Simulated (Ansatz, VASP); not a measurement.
**LaSi3Ir: VASP beside Ansatz**

Aim: how closely do two programs agree when they are given the same cell, functional and k mesh? The cell is a member of a volume series, scaled by 0.94 from a relaxed one, so a pressure remains.

Program: Ansatz 0.2.0. Level of theory: plane waves, with VASP 6.6.1 beside it; single point at r2SCAN. Results are calculated unless marked as measured.

## (1) Set-up

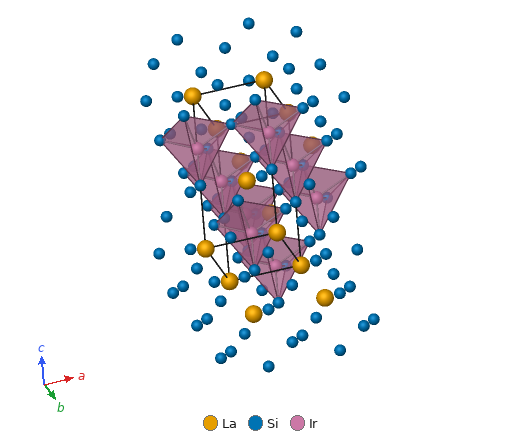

The cell as given, from a free direction (lanthanum orange, silicon blue, iridium pink). 1×2×1 cells are drawn. This picture shows the conventional cell, with its axes. Some periodic images of atoms are drawn too.

Coordinates:

```cif
data_structure
_symmetry_space_group_name_H-M 'P 1'
_symmetry_Int_Tables_number 1
_cell_length_a 5.6761
_cell_length_b 5.6761
_cell_length_c 5.6761
_cell_angle_alpha 136.605
_cell_angle_beta 136.605
_cell_angle_gamma 63.047
_cell_volume 85.23
loop_
_atom_site_label
_atom_site_type_symbol
_atom_site_fract_x
_atom_site_fract_y
_atom_site_fract_z
_atom_site_occupancy
La1 La 0.99875 0.99875 0.00000 1
Si2 Si 0.76204 0.26204 0.50000 1
Si3 Si 0.26204 0.76204 0.50000 1
Si4 Si 0.41280 0.41280 0.00000 1
Ir5 Ir 0.65386 0.65386 0.00000 1
```

## (2) Ansatz: single point, r2SCAN

Ansatz runs on its default PAW (the set named soft_2) files.

With cell and atoms fixed, the geometry can't cause a difference; cores, projectors, grids and the points listed under the comparison can.

input.yaml

```yaml
crystal:
  lattice:
    - [-2.0984835572, 2.0984835572, 4.8384378986]
    - [2.0984835572, -2.0984835572, 4.8384378986]
    - [2.0984835572, 2.0984835572, -4.8384378986]
  atoms:
    - { symbol: La, position: [0.9987465008, 0.9987465008, 0.0] }
    - { symbol: Si, position: [0.7620449503, 0.2620449503, 0.5] }
    - { symbol: Si, position: [0.2620449503, 0.7620449503, 0.5] }
    - { symbol: Si, position: [0.4128039987, 0.4128039987, 0.0] }
    - { symbol: Ir, position: [0.6538596, 0.6538596, 0.0] }
hamiltonian:
  xc: r2scan
  pseudopotentials: { kind: paw }
kpoints:
  mp_grid: { grid: [6, 6, 6] }
scf:
  occupations: { method: gaussian, width: 0.05 }
  n_extra_bands: 5
output:
  forces: true
  stress: true
  eigenvalues: true
```

On the command line:

```sh
$ ansatz run input.yaml --threads 2 --pin off --max-ram 4608MiB --backend cpu --events-out ev --progress --plain --runs-dir out
```

Numbers of over 12 decimals in the logs are rounded to 6 here.

The log of the run:

```text
scf.n_extra_bands = 5 over 20 filled bands (N_el = 40.0): the run solves 25 bands
Engine: ansatz 0.2.0, aarch64-unknown-linux-gnu
Pseudopotentials: kind: paw
Pseudopotential: La, paw, valence charge 11, recommended cutoff 500 eV (meta_gga), La.paw.azcp
Pseudopotential: Si, paw, valence charge 4, recommended cutoff 500 eV (meta_gga), Si.paw.azcp
Pseudopotential: Ir, paw, valence charge 17, recommended cutoff 500 eV (meta_gga), Ir.paw.azcp
Functional definition: r2SCAN
  parameter k0 = 0.174
  parameter k1 = 0.065
  parameter a1 = 4.9479
  exchange = r2scan_x(k0 = k0, k1 = k1, a1 = a1)
  correlation = r2scan_c
Crystal: 5 atoms, lattice volume = 85.227 Å³
Basis set: ecut = 500 eV, 2153 PW (Γ), exchange–correlation on 180×180×180 points (64 copies of the dense FFT grid, shifted against one another)
Bands: 25, of which v1, the nominal top of the filled ones, is band 20 counted from 1 (19 counted from 0)
Symmetry: 8 space group operations
Space group: I4mm (ITA 107), of the structure as read, at distance tolerance 4.4e-5 Å
k-points: 30 of 216 (time reversal used)
Non-local potential: La, projectors of the file, l = 0: 3, l = 1: 2, l = 2: 2, l = 3: 3
Non-local potential: Si, projectors of the file, l = 0: 2, l = 1: 2, l = 2: 2
Non-local potential: Ir, projectors of the file, l = 0: 3, l = 1: 2, l = 2: 2, l = 3: 1
PAW form: soft (Blöchl's): semilocal exchange-correlation on the pseudo side does not see the compensation charge
PAW frozen core: La, regenerated for the run's functional (the file was generated under x = pbe(κ = 0.804, μ = 0.219515), c = pbe(β = 0.066725))
PAW frozen core: Si, regenerated for the run's functional (the file was generated under x = pbe(κ = 0.804, μ = 0.219515), c = pbe(β = 0.066725))
PAW frozen core: Ir, regenerated for the run's functional (the file was generated under x = pbe(κ = 0.804, μ = 0.219515), c = pbe(β = 0.066725))
PAW one-centre angular grid: La, 974 points (default); XC on 160 Gauss nodes
PAW one-centre angular grid: Si, 302 points (default); XC on 160 Gauss nodes
PAW one-centre angular grid: Ir, 590 points (default); XC on 160 Gauss nodes
Initial density: superposition of atomic densities (neutral atoms: chi_scale 0, normalization atom), corrected by the library's trained network
Initial wavefunctions: pseudopotential atomic-orbital guess
Functional: x = r2scan, c = r2scan; τ floored in thin density (d = 2e-4 eV/Å³)
SCF iter   1: F=—  HF=-20134.824245 eV  |F-HF|=—  |Δ(HF+E_count)|=         —  Δρ=1.38e-2  dr2=3.32e-1  dr2_τ=1.31e-1  ethr=1.77e-3  ⟨swp⟩=5.9  Hψ=3616  notcnv=0
preconditioner: auto → Kerker (q_TF=auto, 2.405 Å⁻¹)  [metal: Δε(μ)=0.008 eV  Ē_g=9.600 eV  σ=0.050 eV  W_gap=0.09  n_scr=14 (ndim 8)  ℏωp=22.0 eV  f_vac=0.000  D(μ)=2.39/eV (n_scr^D=14)]
SCF iter   2: F=—  HF=-20134.902498 eV  |F-HF|=—  |Δ(HF+E_count)|=   7.83e-2  Δρ=5.20e-3  dr2=2.52e-2  dr2_τ=1.56e-2  ethr=8.30e-4  ⟨swp⟩=3.0  Hψ=1435  notcnv=0  defer=22
SCF iter   3: F=—  HF=-20134.904084 eV  |F-HF|=—  |Δ(HF+E_count)|=   1.59e-3  Δρ=2.84e-3  dr2=9.08e-3  dr2_τ=3.14e-4  ethr=6.30e-5  ⟨swp⟩=2.9  Hψ=1045  notcnv=0  defer=22
SCF iter   4: F=—  HF=-20134.904020 eV  |F-HF|=—  |Δ(HF+E_count)|=   6.48e-5  Δρ=5.67e-4  dr2=2.78e-4  dr2_τ=1.70e-5  ethr=2.27e-5  ⟨swp⟩=3.0  Hψ=1370  notcnv=0  defer=22
SCF iter   5: F=—  HF=-20134.904102 eV  |F-HF|=—  |Δ(HF+E_count)|=   8.21e-5  Δρ=1.47e-4  dr2=3.69e-5  dr2_τ=1.37e-6  ethr=6.96e-7  ⟨swp⟩=2.0  Hψ=1330  notcnv=0  defer=22
SCF iter   6: F=—  HF=-20134.904161 eV  |F-HF|=—  |Δ(HF+E_count)|=   5.95e-5  Δρ=4.79e-5  dr2=3.55e-6  dr2_τ=2.60e-7  ethr=9.22e-8  ⟨swp⟩=2.0  Hψ=1207  notcnv=0  defer=21
SCF iter   7: F=—  HF=-20134.904161 eV  |F-HF|=—  |Δ(HF+E_count)|=   2.20e-7  Δρ=1.30e-5  dr2=3.08e-7  dr2_τ=6.24e-9  ethr=8.88e-9  ⟨swp⟩=2.9  Hψ=1211  notcnv=0  defer=21
SCF iter   8: F=-20134.904161 eV  HF=-20134.904161 eV  |F-HF|=7.07e-9  |Δ(HF+E_count)|=   2.51e-8  Δρ=2.86e-6  dr2=1.82e-8  dr2_τ=2.20e-10  ethr=2.50e-10  ⟨swp⟩=9.5  Hψ=3576  notcnv=0
SCF 1 converged in 8 iterations: F = -20134.904161 eV  dr2 = 1.82e-8
  greatest PAW one-centre occupation: 1.001 electrons in one spin orbital (limit 2), on the Ir atom at site 4 (counted from 0), in its partial waves of l = 1
SCF converged after 8 iterations
Free energy (F): -20134.904161 eV
Harris-Foulkes:  -20134.904161 eV  (|F-HF|=7.07e-9)
Internal energy: -20134.901503 eV  (E = F + TS)
E sigma→0 (E₀):  -20134.902832 eV
Entropy (-TS):   -0.002658 eV (-0.532 meV/atom)
Fermi energy:    14.568514 eV
--- Per-component energies (eV) ---
  E_band       = -199.530872
  E_kinetic    = 951.019660
  E_local      = -2425.576977  (includes V_loc(G=0)·N_el)
  E_nonlocal   = 242.092953
  E_hartree    = 981.547629
  E_xc         = -549.762860
  E_vxc        = -655.086484  (∫ρ·V_xc dr)
  E_paw        = -16246.436730  (= ΣΔE_a)
  E_vpaw       = -310.865985  (= ΣTr[D̂ρ^β])
  E_aug_tail   = 0.000016  (compensation charges beyond the density's cutoff)
  E_vtau       = 35.791306  (kinetic-family band-sum trace: ∫τ·v_τ [+ j·A + Jᵃ·Aᵃ] dr)
  E_ewald      = -3087.307515
  E_core_change = -0.477680  (= ΣΔE_core)
  E_smearing   = -0.002658  (= −TS)
  E_closure    = 0.000000  (closes the sum)
  Σ components = -20134.904161   (vs F -20134.904161, Δ=0.00e0)
--- Forces (eV/Å), atoms counted from 1 ---
  atom   1  La     0.00000000     0.00000000     0.10619331
  atom   2  Si     0.00000000     0.00000000     0.24078861
  atom   3  Si    -0.00000000     0.00000000     0.24078861
  atom   4  Si    -0.00000000    -0.00000000    -0.29482979
  atom   5  Ir    -0.00000000    -0.00000000    -0.29294535
  max |Σ_I F_I| component: 4.62e-6 eV/Å
--- Stress (GPa, compression-positive) ---
        9.433607       0.000000      -0.000000
        0.000000       9.433607      -0.000000
       -0.000000      -0.000000      10.377657
  P = ⅓ Tr σ = 9.7483 GPa (97.483 kbar)
--- Band table (eV; the first three rows and the last of 30) ---
  k-point 0: bands = [... 16 lower, 11.4457, 12.6151, 12.6151, 14.5482, 14.5482, 15.9224, 16.8359, 17.0331, ... 1 higher]
  k-point 1: bands = [... 16 lower, 11.6132, 12.4796, 12.9176, 13.3478, 14.3435, 16.1936, 17.0901, 17.1587, ... 1 higher]
  k-point 2: bands = [... 16 lower, 11.9007, 12.2798, 12.3712, 12.6781, 16.3977, 16.7946, 16.9944, 17.1383, ... 1 higher]
  k-point 29: bands = [... 16 lower, 11.6747, 11.9859, 14.1638, 15.2210, 15.2210, 16.2169, 16.3632, 16.6954, ... 1 higher]
```

It took 16 s on 2 threads of Arm Neoverse N1, shared host; peak memory 0.73 GiB; 31 s of CPU time.

The run ends at a pressure of 9.75 GPa, with forces up to 0.29 eV/Å.

## (3) VASP: single point, r2SCAN

The same cell, functional, mesh and smearing now go to VASP, with its own data sets and cutoff.

Lines of VASP's logs that name or quote its potential files are left out, and so is its time.

INCAR

```
SYSTEM = LaSi3Ir
PREC = Accurate
ENCUT = 400
EDIFF = 1E-06
NELM = 100
ISMEAR = 0
SIGMA = 0.05
LREAL = .FALSE.
ALGO = Normal
METAGGA = R2SCAN
LASPH = .TRUE.
NBANDS = 22
LORBIT = 11
LWAVE = .FALSE.
LCHARG = .FALSE.
KPAR = 4
ISIF = 2
```

POSCAR

```
LaSi3Ir
1.0
   -2.0984835572      2.0984835572      4.8384378986
    2.0984835572     -2.0984835572      4.8384378986
    2.0984835572      2.0984835572     -4.8384378986
La Si Ir
1 3 1
Direct
    0.9987465008      0.9987465008      0.0000000000
    0.7620449503      0.2620449503      0.5000000000
    0.2620449503      0.7620449503      0.5000000000
    0.4128039987      0.4128039987      0.0000000000
    0.6538596000      0.6538596000      0.0000000000
```

KPOINTS

```
Automatic mesh
0
Gamma
6 6 6
0 0 0
```

Potentials, in the order of the species: La, Si and Ir (PBE family, release 64).

On the command line:

```sh
$ mpirun -np 4 vasp_std
```

The log of the run:

```text
[banner, memory and clock lines left out]
running    4 mpi-ranks, on    1 nodes
 distrk:  each k-point on    1 cores,    4 groups
 distr:  one band on    1 cores,    1 groups

 POSCAR found type information on POSCAR LaSiIr
 POSCAR found :  3 types and       5 ions
|                                                                             |
|               ----> ADVICE to this user running VASP <----                  |
|                                                                             |
|     You enforced a specific xc type in the INCAR file but a different       |
|     [... a line on the potential file left out ...]
|     I HOPE YOU KNOW WHAT YOU ARE DOING!                                     |
|                                                                             |

 LDA part: xc-table for (None), standard interpolation
 POSCAR, INCAR and KPOINTS ok, starting setup
 FFT: planning ... GRIDC
 FFT: planning ... GRID_SOFT
 FFT: planning ... GRID
 WAVECAR not read
 entering main loop
       N       E                     dE             d eps       ncg     rms          rms(c)
DAV:   1     0.145252025145E+03    0.14525E+03   -0.10744E+04  1320   0.155E+03
DAV:   2    -0.699166904002E+02   -0.21517E+03   -0.19246E+03  1528   0.299E+02
DAV:   3    -0.117189878681E+03   -0.47273E+02   -0.44869E+02  1950   0.125E+02
DAV:   4    -0.120211797981E+03   -0.30219E+01   -0.28637E+01  2416   0.368E+01
DAV:   5    -0.120359433920E+03   -0.14764E+00   -0.14289E+00  2082   0.744E+00    0.189E+01
DAV:   6    -0.113180645364E+03    0.71788E+01   -0.13740E+01  2248   0.311E+01    0.612E+00
DAV:   7    -0.112763466078E+03    0.41718E+00   -0.41673E+00  2208   0.206E+01    0.563E+00
DAV:   8    -0.112785328988E+03   -0.21863E-01   -0.51919E-01  2312   0.521E+00    0.150E+00
DAV:   9    -0.112765309397E+03    0.20020E-01   -0.22083E-01  2280   0.458E+00    0.763E-01
DAV:  10    -0.112766876049E+03   -0.15667E-02   -0.21056E-02  2056   0.119E+00    0.189E-01
DAV:  11    -0.112766840627E+03    0.35422E-04   -0.39609E-03  2290   0.482E-01    0.109E-01
DAV:  12    -0.112767013971E+03   -0.17334E-03   -0.66023E-04  2224   0.178E-01    0.300E-02
DAV:  13    -0.112778749114E+03   -0.11735E-01   -0.11107E-01  1824   0.252E+00    0.310E-01
DAV:  14    -0.112766091877E+03    0.12657E-01   -0.95831E-02  1976   0.255E+00    0.792E-02
DAV:  15    -0.112766960913E+03   -0.86904E-03   -0.80820E-03  2326   0.415E-01    0.343E-02
DAV:  16    -0.112767016760E+03   -0.55847E-04   -0.43786E-04  2010   0.135E-01    0.252E-02
DAV:  17    -0.112767016391E+03    0.36925E-06   -0.37254E-05  2304   0.387E-02    0.237E-02
DAV:  18    -0.112767015185E+03    0.12061E-05   -0.41461E-06  1816   0.176E-02    0.219E-02
DAV:  19    -0.112767013971E+03    0.12137E-05   -0.61966E-07  1260   0.861E-03    0.230E-02
DAV:  20    -0.112767013218E+03    0.75334E-06   -0.27570E-07  1128   0.636E-03
   1 F= -.11276701E+03 E0= -.11276568E+03  d E =-.266261E-02
```

From OUTCAR (step 3):

```text
ion  position               nearest neighbor table
   1  0.999  0.999  0.000-   4 3.08   4 3.08   4 3.08   4 3.08   2 3.11   3 3.11   3 3.11   2 3.11
                             2 3.30   2 3.30   3 3.30   3 3.30   5 3.33   5 3.33   5 3.33   5 3.33
   2  0.762  0.262  0.500-   5 2.35   5 2.35   4 2.56   4 2.56   3 2.97   3 2.97   3 2.97   3 2.97
                             1 3.11   1 3.11   1 3.30   1 3.30
   3  0.262  0.762  0.500-   5 2.35   5 2.35   4 2.56   4 2.56   2 2.97   2 2.97   2 2.97   2 2.97
                             1 3.11   1 3.11   1 3.30   1 3.30
   4  0.413  0.413  0.000-   5 2.33   3 2.56   2 2.56   3 2.56   2 2.56   1 3.08   1 3.08   1 3.08
                             1 3.08
   5  0.654  0.654  0.000-   4 2.33   2 2.35   3 2.35   2 2.35   3 2.35   1 3.33   1 3.33   1 3.33
                             1 3.33   1 3.34

  LATTYP: Found a body centered tetragonal cell.
 ALAT       =     4.1969671144
 C/A-ratio  =     2.3056830167

 Subroutine GETGRP returns: Found  8 space group operations
 (whereof  8 operations were pure point group operations)

The static configuration has the point symmetry C_4v.

 Found     30 irreducible k-points:

   k-points           NKPTS =     30   k-points in BZ     NKDIM =     30   number of bands    NBANDS=     22

   dimension x,y,z NGX =    40 NGY =   40 NGZ =   40
   dimension x,y,z NGXF=    80 NGYF=   80 NGZF=   80

   ENCUT  =  400.0 eV  29.40 Ry    5.42 a.u.   9.26  9.26  9.26*2*pi/ulx,y,z

   NELECT =      32.0000    total number of electrons

 k-points in reciprocal lattice and weights: Automatic mesh
   0.00000000  0.00000000  0.00000000       0.005
   0.16666667 -0.00000000  0.00000000       0.037
   0.33333333  0.00000000 -0.00000000       0.037
   0.50000000  0.00000000 -0.00000000       0.019
   0.16666667  0.16666667  0.00000000       0.037
   0.33333333  0.16666667 -0.00000000       0.074
   0.50000000  0.16666667  0.00000000       0.074
  -0.33333333  0.16666667 -0.00000000       0.074
  -0.16666667  0.16666667  0.00000000       0.019
[...]
-0.33333333 -0.33333333  0.33333333       0.009
   0.50000000  0.50000000  0.50000000       0.005

 average (electrostatic) potential at core
       1 -98.9801       2 -82.3636       3 -82.3636       4 -82.0143       5 -53.2104

 E-fermi :  10.3543

 k-point     1 :       0.0000    0.0000    0.0000
  band No.  band energies     occupation
    ...
     13       7.2298      2.00000
     14       8.4075      2.00000
     15       8.4075      2.00000
     16      10.3321      1.47075
     17      10.3321      1.47074
     18      11.7041      0.00000
     19      12.6346      0.00000
     20      12.8568      0.00000
     21      13.0958      0.00000
     22      13.0958      0.00000

 k-point     2 :       0.1667   -0.0000    0.0000
  band No.  band energies     occupation
    ...
     13       7.3149      2.00000
     14       8.4597      2.00000
     15       8.6216      2.00000
     16       9.5554      2.00000
     17       9.7921      2.00000
     18      11.7442      0.00000
     19      12.7400      0.00000
     20      12.9833      0.00000
     21      13.1050      0.00000
     22      13.1598      0.00000

 k-point     3 :       0.3333    0.0000   -0.0000
  band No.  band energies     occupation
    ...
     13       7.5096      2.00000
     14       8.0670      2.00000
     15       8.6388      2.00000
     16       9.3163      2.00000
     17       9.8882      2.00000
     18      11.9654      0.00000
     19      12.7560      0.00000
     20      13.0921      0.00000
     21      13.2032      0.00000
     22      13.2781      0.00000

  Total        5.0957700      5.0957700      5.6113988      0.0000000     -0.0000000      0.0000000
  in kB       95.7952772     95.7952772    105.4885715      0.0000000     -0.0000000      0.0000000
  external PRESSURE =      99.0263753 kB  Pullay stress =       0.0000000 kB

  energy-cutoff  :      400.00
  volume of cell :       85.23
      direct lattice vectors                 reciprocal lattice vectors
    -2.098483557  2.098483557  4.838437899     0.000000000  0.238267295  0.103339138
     2.098483557 -2.098483557  4.838437899     0.238267295  0.000000000  0.103339138
     2.098483557  2.098483557 -4.838437899     0.238267295  0.238267295  0.000000000

 POSITION                                       TOTAL-FORCE (eV/Angst)
 -----------------------------------------------------------------------------------
      0.00000      0.00000      9.66475        -0.000000     -0.000000      0.097850
      0.00000      2.09848      2.53578        -0.000000      0.000000      0.285691
      2.09848      0.00000      2.53578         0.000000     -0.000000      0.285691
      0.00000      0.00000      3.99465         0.000000      0.000000     -0.328726
      0.00000      0.00000      6.32732         0.000000      0.000000     -0.340505
 -----------------------------------------------------------------------------------
    total drift:                               -0.000016     -0.000016     -0.006091

  FREE ENERGIE OF THE ION-ELECTRON SYSTEM (eV)
  ---------------------------------------------------
  free  energy   TOTEN  =      -112.7670132176 eV

  energy  without entropy=     -112.7643506117  energy(sigma->0) =     -112.76568191

 total charge
# of ion       s       p       d       f       tot
--------------------------------------------------
    1        1.991   5.684   0.784   0.178   8.637
    2        0.763   0.887   0.000   0.000   1.650
    3        0.763   0.887   0.000   0.000   1.650
    4        0.766   0.928   0.000   0.000   1.693
    5        0.761   0.868   7.314   0.000   8.942
--------------------------------------------------
tot          5.043   9.254   8.098   0.178  22.573

[... 3 further parts left out ...]
```

The run ends at a pressure of 9.90 GPa, with forces up to 0.34 eV/Å.

## (4) Side by side

Known differences besides the PAW data sets themselves: VASP keeps PBE cores, Ansatz makes them for the functional; the data sets hold 40 valence electrons in Ansatz (default PAW (the set named soft_2) files) and 32 in VASP; the cutoff is 500 eV in Ansatz and 400 eV in VASP. Total energies have different zeros and are not compared.

The two programs side by side:

```
      quantity  Ansatz  VASP  difference
pressure (GPa)    9.75  9.90       -0.15
```

Forces (eV/Å; atoms numbered as in POSCAR):

```
atom        Ansatz x, y, z          VASP x, y, z
 La1   0.000, 0.000, 0.106   0.000, 0.000, 0.098
 Si2   0.000, 0.000, 0.241   0.000, 0.000, 0.286
 Si3   0.000, 0.000, 0.241   0.000, 0.000, 0.286
 Si4  0.000, 0.000, -0.295  0.000, 0.000, -0.329
 Ir5  0.000, 0.000, -0.293  0.000, 0.000, -0.341
```

The forces differ by 22 meV/Å r.m.s., which is 13.8 % of the r.m.s. force of 0.16 eV/Å (both taken over all components). Ansatz's pressure holds a Pulay correction of 0.04 GPa; VASP's holds none.

## (5) What moves the difference

The difference is large enough to ask for its cause, so further runs change the set-up of one program at a time, as the table lists.

```
                                    run  r.m.s. force difference (meV/Å)
                               as above                               22
     cores kept as stored, as VASP does                               24
Ansatz's larger PAW set (cutoff 820 eV)                               21
```

[end of part 1 of 2]

[Lines on the potential files, build, host, timing and source positions are cut from VASP's logs without a mark.]

[Logs are printed without paths, hosts, clocks, repeated set-up lines and the standing remarks that a program may print on its own settings, such as how far it seeks lower states.]

[Hosts, paths, dates, database ids (printed as entryN), source tags and the programs' standing remarks are cut or masked in the printed files.]
